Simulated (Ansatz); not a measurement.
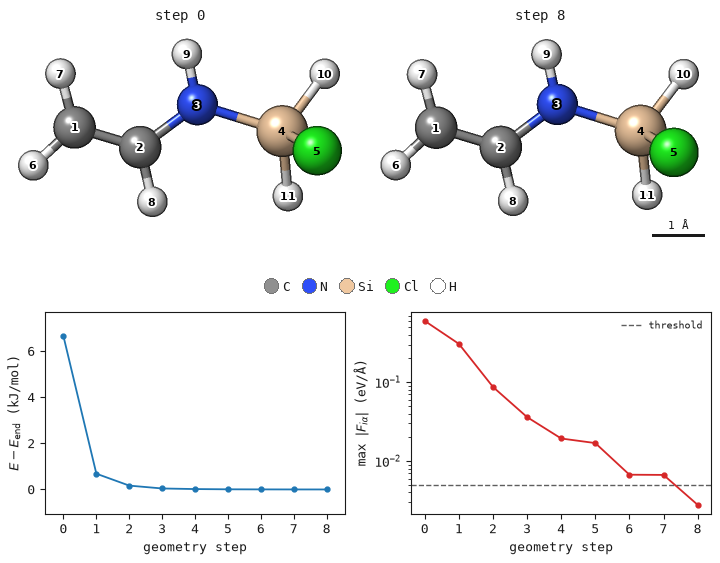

First and last geometry of a relaxation of C2H6ClNSi, with the history of the run. The picture is a ball-and-stick view, seen face on.

The start comes from PBE-D4/def2-SVP.

Computed with Ansatz, RKS PBE0-D4/def2-TZVP.

The input:
```yaml
crystal:
  periodic: [false, false, false]
  atoms:
    - {symbol: C, position_ang: [0.290217, 2.081203, 0.650876]}
    - {symbol: C, position_ang: [-0.161509, 0.969628, 0.032124]}
    - {symbol: N, position_ang: [0.485300, -0.266078, -0.032212]}
    - {symbol: Si, position_ang: [-0.211607, -1.763012, -0.589050]}
    - {symbol: Cl, position_ang: [-1.331763, -2.773922, 0.861630]}
    - {symbol: H, position_ang: [-0.294890, 3.009352, 0.613141]}
    - {symbol: H, position_ang: [1.244045, 2.093915, 1.203140]}
    - {symbol: H, position_ang: [-1.128365, 0.991692, -0.503051]}
    - {symbol: H, position_ang: [1.376966, -0.305779, 0.473170]}
    - {symbol: H, position_ang: [0.925764, -2.659868, -0.964008]}
    - {symbol: H, position_ang: [-1.128756, -1.434031, -1.725059]}
basis:
  gaussian: {orbitals: def2-TZVP}
hamiltonian: {xc: pbe0, dispersion: d4}
relax: {f_tol: 0.005, max_steps: 150}
```

Question: Read the history and describe the run.

Answer: It converged. The energy falls by 6.64 kJ/mol in 8 geometry steps. The largest force component goes from 0.6 to 0.0028 eV/Å. The atom that moves furthest after the best rigid fit is Cl5 (0.083 Å). Largest moves by element: Cl 0.083 Å, H 0.054 Å, Si 0.034 Å, C 0.033 Å, N 0.011 Å. Near-neighbour distances that change, for instance: N3–Si4 1.743 → 1.712 Å, Si4–Cl5 2.093 → 2.062 Å, C1–C2 1.350 → 1.330 Å, Si4–H10 1.496 → 1.477 Å.

| step | E − E(0), kJ/mol | largest force component, eV/Å |
| --- | --- | --- |
| 0 | 0.00 | 0.5981 |
| 1 | -5.96 | 0.3062 |
| 2 | -6.48 | 0.0870 |
| 3 | -6.60 | 0.0361 |
| 4 | -6.63 | 0.0193 |
| 5 | -6.64 | 0.0169 |
| 6 | -6.64 | 0.0067 |
| 7 | -6.64 | 0.0067 |
| 8 | -6.64 | 0.0028 |
